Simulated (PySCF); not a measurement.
The calculation's input:

```
{"job": {"kind": "nmr", "xc": "PBE0", "basis": "pcSseg-1"}, "charge": 0, "multiplicity": 1}
Si     0.262221     0.663250     0.612164
H      0.094468     0.723373     2.100686
C      2.105166     0.533629     0.241709
H      2.532033    -0.374331     0.696818
H      2.659943     1.399794     0.637446
H      2.286407     0.481918    -0.844229
C     -0.431280     2.213723    -0.186237
H      0.021597     3.105246     0.275830
H     -1.522003     2.276489    -0.053191
H     -0.209325     2.255562    -1.264582
N     -0.654710    -0.726719     0.088327
C     -0.606329    -1.953075     0.839205
C     -1.097936    -0.892981    -1.269661
H     -1.594960    -2.450857     0.850930
H     -0.327372    -1.755388     1.886331
H      0.120688    -2.688539     0.433181
H     -1.196325     0.079697    -1.774364
H     -0.413249    -1.518083    -1.881550
H     -2.091803    -1.379269    -1.304223
```

Command:

```sh
OMP_NUM_THREADS=1 python probes_run.py task.json out
```

Geometry: PBE0-D3(BJ)/def2-SVP.

The calculation used PBE0/pcSseg-1, SCF density, gas phase, non-relativistic in PySCF 2.14.0.

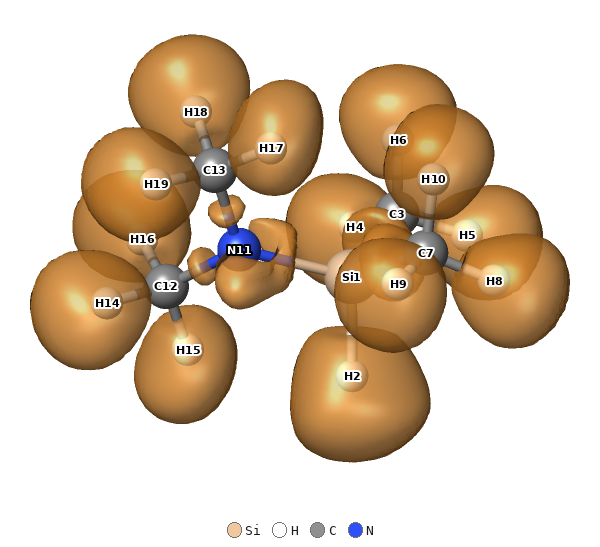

C4H13NSi (SiHMe2(NMe2)). Isosurface of the electron localisation function at 0.85 (orange), seen from one side. Core shells and regions of very low density are left out.

Question: Where are the electrons localised?

Answer: The surface consists of two regions between bonded C–N atoms (shared pairs), two regions between bonded C–Si atoms (shared pairs), 13 regions around hydrogen nuclei and one region on N in which the atom's valence shell and bonds are merged. Profiles from the grid: C–N (1.44 Å): the ELF peaks at about 0.90 between the atoms: localised, covalent bonding. Si–N (1.75 Å): the ELF peaks at about 0.90 between the atoms; a polar covalent bond.
